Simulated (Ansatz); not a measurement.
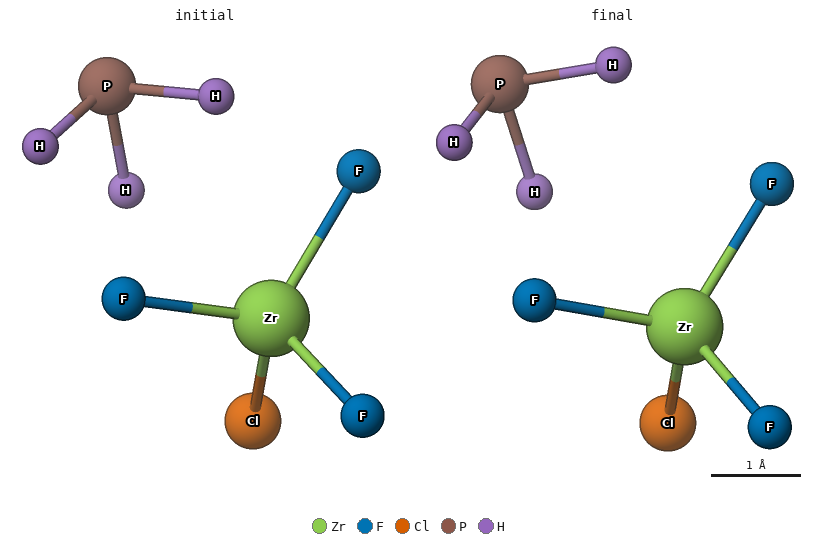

The structure of ZrPH$_{3}$ClF$_{3}$ before (left) and after (right) a relaxation, at one scale.

Style: ball-and-stick. Shown from a free direction.

The run prepares an end point of a later path (reaction) calculation, from a guessed geometry.

Method: RKS B3LYP-D4/def2-SVP in Ansatz 0.2.0. Settings: no spin polarisation; force threshold 0.03 eV/Å; at most 50 steps.

> What changed between the two?

The atom that moves furthest after the best rigid fit is an H atom (0.43 Å). By element the largest moves are H 0.43 Å, P 0.20 Å, F 0.17 Å, Zr 0.12 Å, Cl 0.08 Å. Some distances before and after: H–Zr 2.879 → 3.426 Å, F–Zr 1.948 → 1.902 Å, H–P 1.425 → 1.430 Å. After 8 accepted moves (10 points after the start) the energy has fallen by 0.069 eV. Largest force component: 0.96 eV/Å at the start, 0.017 eV/Å at the end. The line search rejected the trial steps at points 7, 9 of the run. The forces were under the threshold at step 6, but the run went on from there.
